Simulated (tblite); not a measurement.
Run report: C₅H₆Cl₂O₂Si, geometry relaxation (part 2 of 2)

Continued. System: C₅H₆Cl₂O₂Si. Method: GFN2-xTB geometry optimisation, gas phase (tblite 0.8.0). It belongs to a series of runs on one base structure; here: H on Si replaced by OCHO.

Geometry of the input (Å):
```
O  3.0815  -1.0491  -0.0916
C  2.9092  -0.1119  -0.9484
O  2.0484  0.9219  -0.6764
Si 1.1421  0.9925  0.7950
Cl 0.9454  2.9064  1.5728
C  -0.5235  0.2033  0.6357
C  -1.6459  0.2389  1.2911
Cl -2.1416  1.1111  2.7621
C  -2.3715  -0.6956  0.4232
C  -1.0913  -0.7372  -0.3338
H  3.4359  -0.0914  -1.8832
H  1.8625  0.1934  1.8380
H  -2.6022  -1.6238  0.9945
H  -3.2405  -0.2654  -0.1202
H  -0.5970  -1.7234  -0.3920
H  -1.2191  -0.2609  -1.3433
```

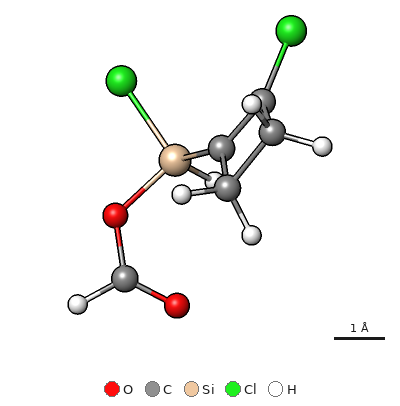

*The geometry at step 66 of the log (ball-and-stick view, seen at a tilt).*

Trajectory as extended XYZ, continued
```
16
Properties=species:S:1:pos:R:3:forces:R:3 step=37 energy=-892.02272
O     3.0425   -1.1585   -0.3400   -0.0360   0.0060   0.0010
C     2.8324   -0.1245   -0.8940   -0.0170   0.0140   0.0080
O     2.0611    0.8439   -0.4583   -0.0050   0.0120   0.0170
Si    1.1981    0.9466    0.9680   -0.0160   0.0080   0.0100
Cl    1.0922    2.9290    1.2157    0.0080  -0.0240  -0.0010
C    -0.4887    0.1992    0.6752    0.0180  -0.0170   0.0040
C    -1.6543    0.2375    1.3419    0.0150   0.0150  -0.0070
Cl   -2.1740    1.0527    2.7339    0.0020   0.0020   0.0340
C    -2.3950   -0.6878    0.4293   -0.0010   0.0040  -0.0140
C    -1.0676   -0.7538   -0.3618    0.0380  -0.0020  -0.0130
H     3.2776    0.1544   -1.8659   -0.0020  -0.0180  -0.0020
H     1.9288    0.3161    2.0573    0.0130   0.0210  -0.0230
H    -2.7103   -1.6263    0.8792   -0.0140  -0.0010   0.0160
H    -3.2317   -0.2399   -0.1010   -0.0330  -0.0060  -0.0190
H    -0.5950   -1.7317   -0.3875    0.0080  -0.0300   0.0060
H    -1.1236   -0.3480   -1.3686    0.0210   0.0170  -0.0160
16
Properties=species:S:1:pos:R:3:forces:R:3 step=44 energy=-892.02643
O     2.9680   -1.1860   -0.3712   -0.0220  -0.0040  -0.0010
C     2.8034   -0.1313   -0.9015   -0.0350  -0.0110   0.0060
O     2.0698    0.8552   -0.4431   -0.0130   0.0260  -0.0260
Si    1.2006    0.9514    0.9808    0.0320   0.0290  -0.0130
Cl    1.0635    2.9332    1.1996    0.0040   0.0220   0.0150
C    -0.4802    0.1910    0.6968    0.0140   0.0100   0.0230
C    -1.6564    0.2378    1.3441   -0.0190  -0.0120   0.0120
Cl   -2.1786    1.0201    2.7584    0.0100  -0.0120  -0.0640
C    -2.3896   -0.6778    0.4112   -0.0070   0.0070   0.0490
C    -1.0449   -0.7545   -0.3514   -0.0300  -0.0220  -0.0090
H     3.2614    0.1491   -1.8678   -0.0090  -0.0050   0.0250
H     1.9662    0.3531    2.0611    0.0020  -0.0150   0.0270
H    -2.7207   -1.6118    0.8616    0.0020   0.0010  -0.0210
H    -3.2175   -0.2313   -0.1377    0.0470   0.0120   0.0280
H    -0.5839   -1.7381   -0.3575    0.0220  -0.0290  -0.0190
H    -1.0687   -0.3510   -1.3598    0.0010   0.0020  -0.0340
16
Properties=species:S:1:pos:R:3:forces:R:3 step=52 energy=-892.03297
O     2.7968   -1.2089   -0.3823   -0.0500   0.0860  -0.0330
C     2.7254   -0.1382   -0.9046    0.0190  -0.0470   0.0420
O     2.0609    0.8978   -0.4489    0.0510  -0.0310   0.0290
Si    1.2155    0.9789    0.9948   -0.0240  -0.0170  -0.0240
Cl    1.0292    2.9580    1.2206    0.0210  -0.0390  -0.0010
C    -0.4472    0.1742    0.7147   -0.0290   0.0200   0.0180
C    -1.6317    0.2215    1.3468   -0.0470  -0.0290   0.0300
Cl   -2.1819    0.9924    2.7560    0.0380   0.0090  -0.0450
C    -2.3616   -0.6766    0.3967   -0.0050   0.0150   0.0200
C    -1.0046   -0.7680   -0.3448   -0.0290  -0.0090   0.0110
H     3.2324    0.1144   -1.8524   -0.0280   0.0040  -0.0100
H     2.0192    0.3929    2.0578   -0.0290   0.0210  -0.0170
H    -2.7316   -1.6055    0.8299    0.0460   0.0280  -0.0440
H    -3.1640   -0.1968   -0.1622    0.0310  -0.0200   0.0130
H    -0.5599   -1.7599   -0.3425    0.0450   0.0120   0.0000
H    -1.0045   -0.3674   -1.3561   -0.0090  -0.0040   0.0120
16
Properties=species:S:1:pos:R:3:forces:R:3 step=59 energy=-892.03709
O     2.6301   -1.2353   -0.4261   -0.0250  -0.0450   0.0160
C     2.6585   -0.1469   -0.9113    0.0070   0.0260  -0.0300
O     2.0807    0.9244   -0.4255    0.0030   0.0040   0.0330
Si    1.2200    0.9945    1.0090    0.0030  -0.0010   0.0250
Cl    1.0111    2.9707    1.2121   -0.0040   0.0270   0.0080
C    -0.4282    0.1612    0.7405   -0.0080   0.0190  -0.0240
C    -1.6202    0.2005    1.3591    0.0160   0.0050  -0.0180
Cl   -2.1833    0.9766    2.7570    0.0010   0.0100   0.0070
C    -2.3378   -0.6774    0.3826    0.0280  -0.0130  -0.0210
C    -0.9669   -0.7786   -0.3305    0.0090   0.0140  -0.0020
H     3.1897    0.0960   -1.8466    0.0190  -0.0130  -0.0460
H     2.0446    0.4466    2.0743   -0.0200  -0.0220   0.0120
H    -2.7354   -1.6085    0.7798   -0.0020   0.0050   0.0090
H    -3.1076   -0.1639   -0.1907   -0.0220  -0.0510   0.0070
H    -0.5183   -1.7697   -0.3170   -0.0020   0.0310   0.0060
H    -0.9445   -0.3814   -1.3432   -0.0010   0.0010   0.0160
16
Properties=species:S:1:pos:R:3:forces:R:3 step=66 energy=-892.04148
O     2.5707   -1.2396   -0.4351   -0.0220   0.0550  -0.0480
C     2.6389   -0.1479   -0.9132    0.0040  -0.0480   0.0430
O     2.1090    0.9403   -0.4069    0.0010  -0.0530   0.0000
Si    1.2234    1.0055    1.0163    0.0110  -0.0220  -0.0120
Cl    1.0250    2.9817    1.2288    0.0070   0.0110   0.0110
C    -0.4271    0.1817    0.7262    0.0020  -0.0200  -0.0310
C    -1.6155    0.2043    1.3518    0.0200   0.0270  -0.0320
Cl   -2.1694    0.9984    2.7414   -0.0460   0.0050   0.0500
C    -2.3272   -0.6900    0.3854    0.0290  -0.0140  -0.0500
C    -0.9584   -0.7724   -0.3356    0.0070   0.0060  -0.0080
H     3.1729    0.0758   -1.8542   -0.0280   0.0180   0.0320
H     2.0187    0.4288    2.0914   -0.0220   0.0120  -0.0170
H    -2.7151   -1.6258    0.7802    0.0540  -0.0110   0.0710
H    -3.1129   -0.1987   -0.1847   -0.0060   0.0180  -0.0190
H    -0.4899   -1.7543   -0.3181   -0.0170   0.0270  -0.0110
H    -0.9508   -0.3789   -1.3502    0.0070  -0.0110   0.0200
16
Properties=species:S:1:pos:R:3:forces:R:3 step=74 energy=-892.05024
O     2.3302   -1.2722   -0.5204    0.0050  -0.0040  -0.0150
C     2.5483   -0.1697   -0.9201   -0.0200   0.0060  -0.0160
O     2.1708    0.9429   -0.3376   -0.0110   0.0000  -0.0280
Si    1.2321    1.0367    1.0461    0.0090  -0.0060   0.0040
Cl    1.0500    3.0165    1.2425    0.0190  -0.0240   0.0040
C    -0.4080    0.2145    0.7140   -0.0060   0.0260   0.0060
C    -1.6018    0.2242    1.3282   -0.0110  -0.0110   0.0090
Cl   -2.1793    0.9996    2.7223   -0.0260   0.0030  -0.0150
C    -2.2823   -0.7054    0.3726   -0.0040  -0.0010  -0.0070
C    -0.9098   -0.7612   -0.3408    0.0120   0.0060   0.0090
H     3.0993    0.0490   -1.8518    0.0220  -0.0080   0.0280
H     1.9751    0.4433    2.1475    0.0230   0.0180   0.0150
H    -2.6294   -1.6438    0.7997    0.0080   0.0010   0.0010
H    -3.0826   -0.2543   -0.2101   -0.0220  -0.0100   0.0050
H    -0.4182   -1.7299   -0.3085    0.0120  -0.0020  -0.0110
H    -0.9020   -0.3815   -1.3601   -0.0100   0.0070   0.0110
16
Properties=species:S:1:pos:R:3:forces:R:3 step=81 energy=-892.05277
O     2.3137   -1.2776   -0.5339    0.0110   0.0630  -0.0300
C     2.5451   -0.1740   -0.9259   -0.0160  -0.0460   0.0250
O     2.1625    0.9387   -0.3460    0.0170  -0.0450  -0.0050
Si    1.2348    1.0303    1.0460   -0.0230   0.0400   0.0120
Cl    1.0741    3.0095    1.2594    0.0120   0.0140  -0.0050
C    -0.4156    0.2296    0.7114    0.0130  -0.0100   0.0270
C    -1.6105    0.2318    1.3242   -0.0160   0.0170   0.0030
Cl   -2.2059    1.0116    2.7091   -0.0010  -0.0060  -0.0250
C    -2.2801   -0.7118    0.3744   -0.0100  -0.0020   0.0320
C    -0.9089   -0.7516   -0.3419   -0.0050   0.0050   0.0020
H     3.1197    0.0424   -1.8436    0.0000   0.0070   0.0200
H     1.9782    0.4470    2.1539    0.0150  -0.0160  -0.0300
H    -2.6015   -1.6522    0.8162   -0.0120  -0.0160  -0.0120
H    -3.0975   -0.2836   -0.2032    0.0170  -0.0170   0.0040
H    -0.4022   -1.7130   -0.3174   -0.0060  -0.0060  -0.0030
H    -0.9136   -0.3681   -1.3590    0.0050   0.0180  -0.0150
16
Properties=species:S:1:pos:R:3:forces:R:3 step=89 energy=-892.05441
O     2.2805   -1.2881   -0.5618   -0.0050   0.0070  -0.0050
C     2.5350   -0.1820   -0.9292    0.0080  -0.0040   0.0100
O     2.1631    0.9274   -0.3375   -0.0040   0.0080  -0.0090
Si    1.2321    1.0389    1.0508   -0.0030   0.0000   0.0040
Cl    1.0985    3.0204    1.2615   -0.0010  -0.0030  -0.0130
C    -0.4197    0.2373    0.7209    0.0050  -0.0010   0.0000
C    -1.6194    0.2340    1.3248    0.0010   0.0050   0.0050
Cl   -2.2319    1.0226    2.6965   -0.0060  -0.0050  -0.0020
C    -2.2754   -0.7214    0.3772   -0.0030   0.0050   0.0080
C    -0.9029   -0.7445   -0.3374   -0.0030  -0.0010   0.0000
H     3.1294    0.0424   -1.8321    0.0010   0.0000   0.0030
H     1.9854    0.4496    2.1485   -0.0040  -0.0150  -0.0010
H    -2.5845   -1.6667    0.8181    0.0030   0.0010   0.0020
H    -3.0978   -0.3085   -0.2034    0.0020   0.0010  -0.0010
H    -0.3888   -1.7019   -0.3224    0.0050  -0.0010   0.0000
H    -0.9112   -0.3505   -1.3510    0.0030   0.0020  -0.0030
16
Properties=species:S:1:pos:R:3:forces:R:3 step=96 energy=-892.05462
O     2.2805   -1.2862   -0.5618   -0.0030  -0.0030   0.0030
C     2.5378   -0.1806   -0.9281    0.0000   0.0050  -0.0050
O     2.1612    0.9293   -0.3406    0.0000  -0.0010   0.0030
Si    1.2317    1.0381    1.0494    0.0010  -0.0050  -0.0040
Cl    1.1021    3.0195    1.2559    0.0000   0.0050   0.0010
C    -0.4215    0.2393    0.7221    0.0000   0.0000  -0.0040
C    -1.6215    0.2357    1.3255    0.0030   0.0000   0.0020
Cl   -2.2385    1.0240    2.6952    0.0000  -0.0010   0.0020
C    -2.2755   -0.7221    0.3794   -0.0010   0.0020   0.0020
C    -0.9036   -0.7425   -0.3364   -0.0020  -0.0010  -0.0010
H     3.1373    0.0429   -1.8278    0.0050   0.0010   0.0010
H     1.9827    0.4375    2.1428    0.0000   0.0010   0.0010
H    -2.5802   -1.6677    0.8225   -0.0020  -0.0020  -0.0010
H    -3.0998   -0.3129   -0.2010   -0.0020   0.0000  -0.0020
H    -0.3872   -1.6988   -0.3242    0.0010   0.0000   0.0040
H    -0.9132   -0.3464   -1.3493    0.0000   0.0000  -0.0010
```

Key numbers

| quantity | value |
| --- | --- |
| outcome | converged |
| total energy | −892.0546 eV |
| hardware | 1 CPU thread, shared host |
| wall time | 3.8 s |
| peak memory | 0.18 GiB |
